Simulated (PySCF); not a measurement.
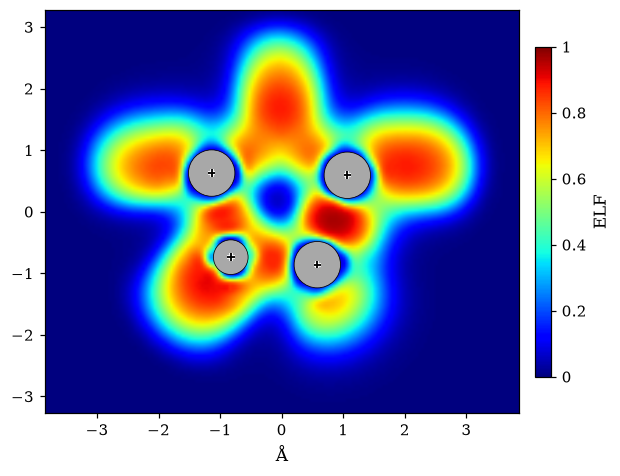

The electron localisation function on a plane through atoms (crosses mark nuclei in the plane; grey discs cover the cores).

The calculation used DFT single point, gas phase, functional PBE0 (PySCF 2.14.0, density-fitted response routines).

Candidates:
A. HCl (SMILES Cl)
B. C$_{2}$H$_{5}$AlCl$_{2}$ (SMILES C[CH2][Al]([Cl])[Cl])
C. C$_{3}$H$_{6}$O$_{2}$ (SMILES C1COCO1)

Q: Which system is this?

A: Candidate C: C$_{3}$H$_{6}$O$_{2}$ on the plane of atoms C2, C1 and O5, which holds C and O. C–O (1.41 Å): the ELF peaks at about 0.85 between the atoms (a polar covalent bond). C–C (1.53 Å): the ELF peaks at about 0.95 between the atoms: a covalent bond.
